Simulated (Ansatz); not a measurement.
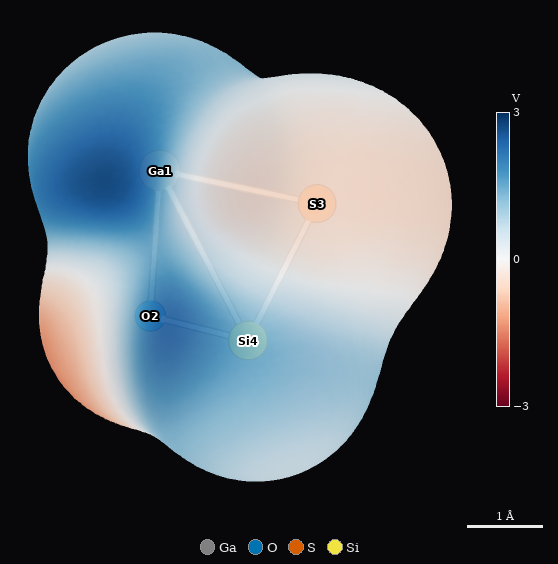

The picture shows: GaOSSi (doublet). The electrostatic potential painted on the density surface at 0.004 e/bohr³, seen at a tilt; red is negative and blue positive.

Geometry: B3LYP-D3(BJ)/def2-SVP.

Computed with isolated molecule in a Gaussian basis; Kohn-Sham density functional theory, functional PBE0 in Ansatz 0.2.0.

```xyz
4

Ga    0.4714    0.2959   -1.9909
O     0.9858   -0.7576   -0.4104
S    -1.0045   -1.8303   -2.3632
Si    0.0828   -2.1077   -0.5983
```

Which sites attract a positive test charge, and which a negative one?

Answer. A positive charge is drawn to the negative regions and a negative charge to the positive ones. The most negative region (about −1.4 V) lies over O2, the most positive (about +2.7 V) over Ga1. O2 is the likeliest acceptor of a hydrogen bond.

What dipole moment does the calculation give?

Answer. Its dipole moment is 0.90 D.
